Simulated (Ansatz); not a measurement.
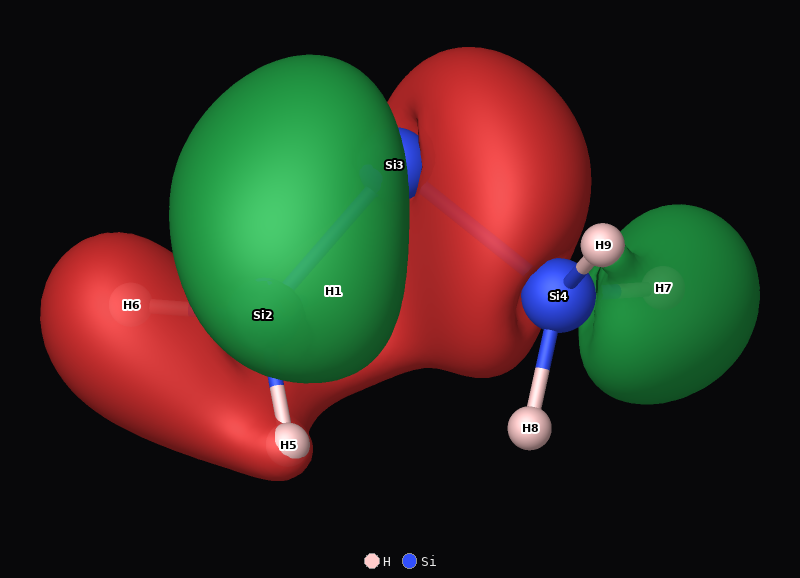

H₆Si₃. The HOMO−1 at ±0.06 Å⁻³ᐟ² (green and red are the two phases), seen at a tilt.

The reactant side of a reaction path; geometry: PBE0-D4/def2-TZVP.

Theory: RKS PBE0-D4/def2-TZVPP in Ansatz.

```xyz
9

H    -0.7714   -1.3056   -0.6766
Si   -1.1757   -0.8651    0.8459
Si   -1.2525    0.3985   -0.9877
Si    1.0052    1.0356   -0.5790
H    -0.0228   -1.1942    1.7320
H    -2.2913   -1.7942    1.1817
H     1.8005    1.0185   -1.8395
H     1.7647    0.2536    0.4393
H     0.9433    2.4528   -0.1161
```

Q: Where does this orbital lie, and at what energy?

A: By Hirshfeld shares it lies mainly on Si3 (about 35 %), Si2 (about 35 %) and Si4 (about 15 %). Its energy is −7.51 eV.
